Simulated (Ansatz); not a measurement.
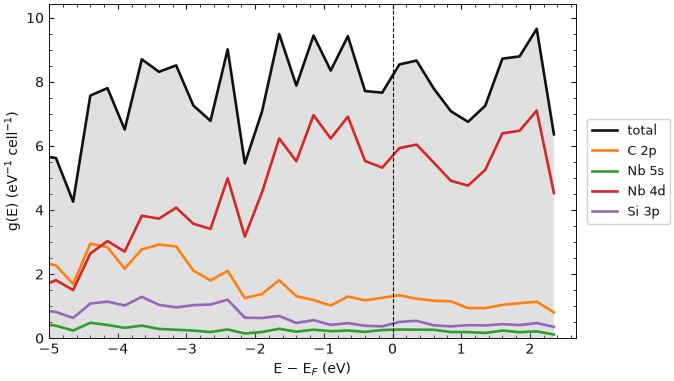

Density of states of Nb3SiC2 (amorphous cell), 12 atoms in the cell. Method: DFT with r2SCAN, PAW plane waves, no spin polarisation, 4×3×4 k mesh (Ansatz). Energies are counted from the Fermi level. The partial curves are projected on Löwdin-orthogonalised atomic shells.

It is a metal. The density of states at the Fermi level is about 8.1 per eV and cell (mean within 0.25 eV), or 0.67 per atom. By projected weight, the states within 0.3 eV of the Fermi level are Nb 4d (70 %) and C 2p (15 %).

The atoms aren't at rest in this cell (largest force 2.5 eV/Å), so the relaxed material can differ.
